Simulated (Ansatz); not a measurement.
F$_{2}$H$_{2}$NOSi (SMILES N[Si]([O])(F)F) (doublet)

The calculation's input:

```
crystal:
  periodic: [false, false, false]
  atoms:
    - symbol: F
      position_ang: [2.914376, 0.168324, 0.410388]
    - symbol: F
      position_ang: [2.127400, 2.604995, 0.466552]
    - symbol: "N"
      position_ang: [0.358608, 0.705269, -0.314257]
    - symbol: O
      position_ang: [2.263966, 1.358517, -1.932929]
    - symbol: Si
      position_ang: [1.998999, 1.236043, -0.339630]
    - symbol: H
      position_ang: [-0.388652, 1.351215, -0.545039]
    - symbol: H
      position_ang: [0.127690, -0.246082, -0.579832]
basis:
  gaussian: {orbitals: def2-TZVPD}
total_charge: 0
magnetization: {spin_polarized: true, initial_magnetization: 1}
hamiltonian: {xc: {name: PBE0}}
output: {forces: true, orbitals: {seedname: orbitals}}
```

Run with:

```sh
ansatz run input.yaml --threads 1 --pin off --max-ram 2610MiB --events-out events.jsonl --progress --plain --runs-dir runs
```

Geometry: B3LYP/6-31G*.

These are results of Ansatz, isolated molecule in a Gaussian basis; Kohn-Sham density functional theory, functional PBE0, not measurements.

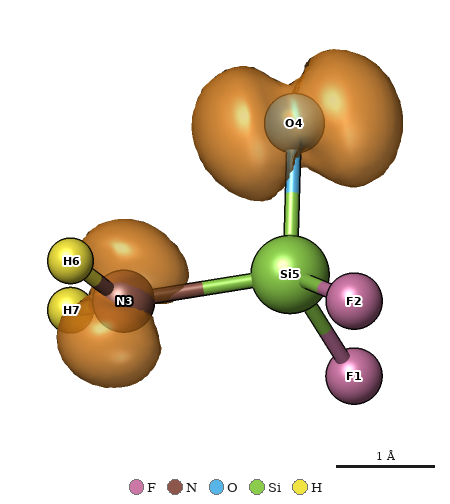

Figure 1. Isosurface of the spin density at +0.06 e/Å³ (orange), seen from one side.

### Which atoms carry the spin?

The unpaired spin (1 electron) lies mostly on O4 (about 0.7) and N3 (about 0.2), in electrons by Hirshfeld's partition.

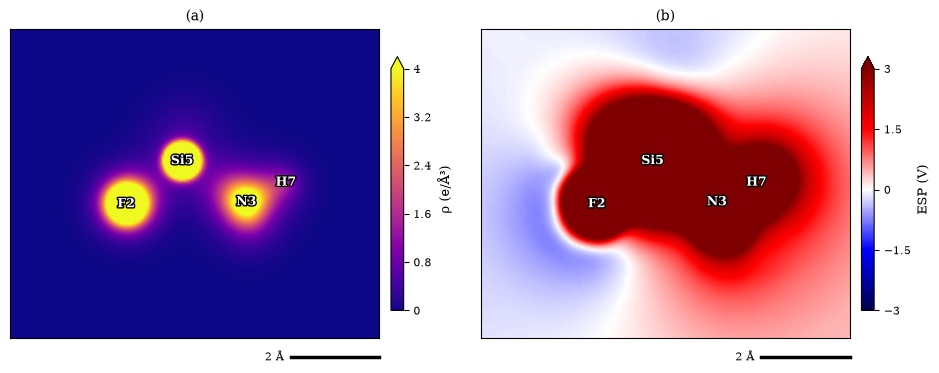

Figure 2. (a) electron density; (b) molecular electrostatic potential on the plane of atoms F2, Si5 and N3.

### Interpret the plot.

Atoms in the plane: F, N, Si and H. Si–F (1.59 Å): ρ at the midpoint is about 1.2 e/Å³. Si–N (1.72 Å): ρ at the midpoint is about 1.1 e/Å³. N–H (1.01 Å): ρ is about 2.9 e/Å³ halfway. Outside the dense part of the molecule the potential is most negative (−0.7 V) near F2.

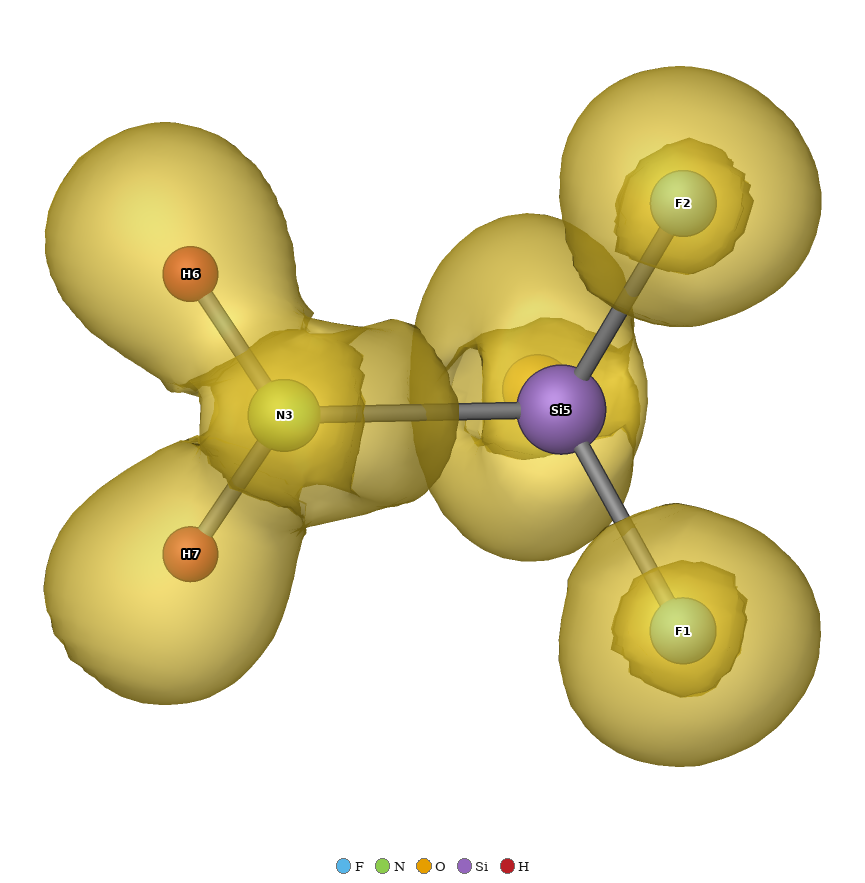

Figure 3. Isosurface of the electron localisation function at 0.75 (yellow), seen across its widest extent. Core shells and regions of very low density are left out.

### What do the ELF domains correspond to?

At this value the surface marks out two regions wrapped around F (its lone pairs, merged into a ring or cap), one region wrapped around O (its lone pairs, merged into a ring or cap) and one joined region spread over several atoms (H, N), in which their bonds and any lone pairs are merged. Along the contacts the grid gives the following. Si–F (1.59 Å): the ELF peaks at about 0.85 in the valence shell of F, 0.6 Å from its nucleus, and is about 0.55 at the midpoint. Si–O (1.62 Å): the ELF peaks at about 0.90 between the atoms, as expected for a short, strongly polar bond.

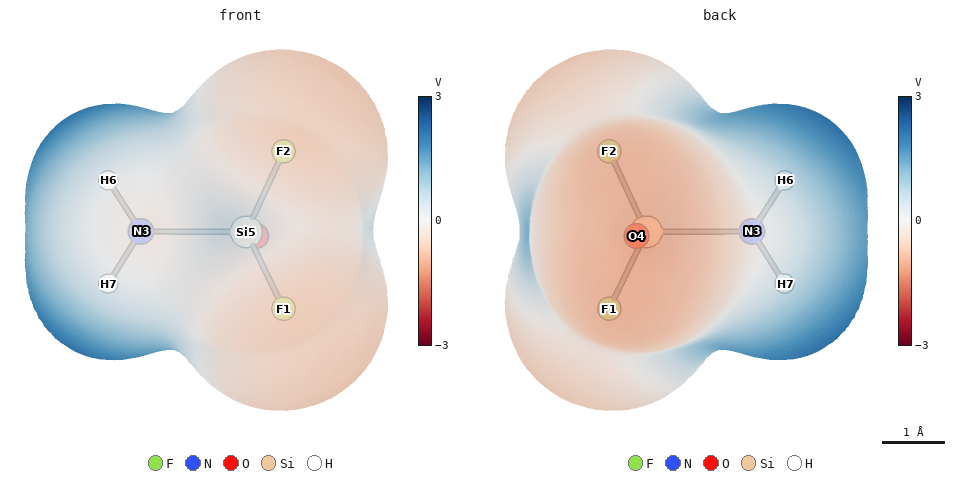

Figure 4. The electrostatic potential painted on the density surface at 0.001 e/bohr³, seen from the front and from behind; red is negative and blue positive.

### Which sites attract a positive test charge, and which a negative one?

A positive charge is drawn to the negative regions and a negative charge to the positive ones. The most negative region (about −1.2 V) lies over O4, the most positive (about +2.1 V) over H6 and H7. O4 is the likeliest acceptor of a hydrogen bond.

### What dipole moment does the calculation give?

Its dipole moment is 3.02 D.
